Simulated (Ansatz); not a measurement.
```xyz
7

C    -0.4253    0.6270    0.0346
O    -0.7313   -0.7479   -0.0230
As    0.5595   -1.9676   -0.1126
H     0.1254    0.9528   -0.8546
H     0.1673    0.8689    0.9236
H    -1.3701    1.1725    0.0827
H     1.7355   -0.9736   -0.0964
```

Geometry: PBE0-D4/def2-TZVP.

All numbers below come from Ansatz, UKS PBE0-D4/def2-TZVPP.

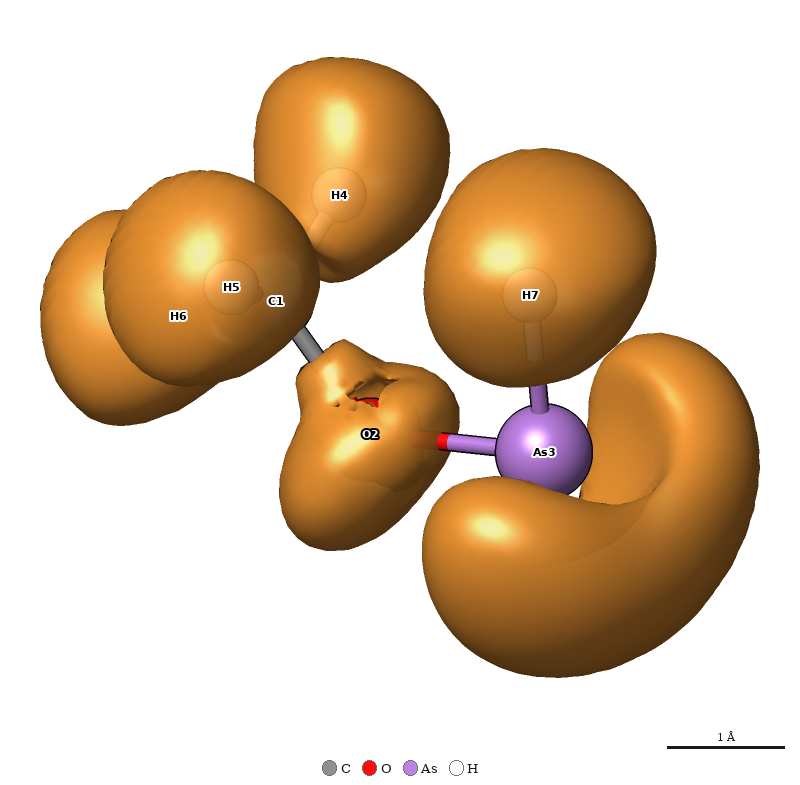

CH$_{4}$AsO (SMILES CO[AsH]) (doublet). Isosurface of the ELF at 0.75 (orange), seen at a tilt. Core shells and regions of very low density are left out.

### Where are the electrons localised?

The surface consists of four regions around hydrogen nuclei, one region on O in which the atom's valence shell and bonds are merged and one lobe on As, pointing away from the bonds (non-bonding electrons). Profiles from the grid: C–O (1.41 Å): the ELF peaks at about 0.90 between the atoms (a shared but strongly polarised pair). As–O (1.78 Å): the ELF peaks at about 0.85 between the atoms; a polar covalent bond.
